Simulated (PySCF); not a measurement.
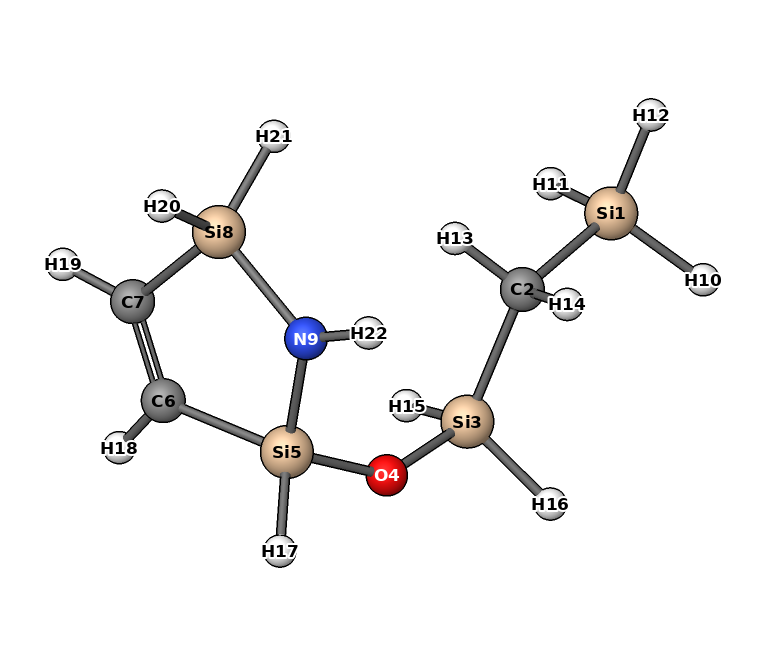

The questions are on isotropic NMR shieldings of the C atoms. The computed structure is the end point of a GFN2-xTB optimisation. No frequency run is at hand to confirm it as a minimum. Method: GIAO PBE0/pcSseg-1 NMR shielding, non-relativistic, gas phase (PySCF 2.14.0).

Give the isotropic NMR shieldings of the C atoms atom by atom.

| atom | σ (ppm) |
| --- | --- |
| C2 | 190.5 |
| C6 | 28.8 |
| C7 | 30.9 |

The geometry is semi-empirical. Around Si such bond lengths and angles can be off by a tenth of an ångström or more and by several degrees, and values that hang on the shape move with them.
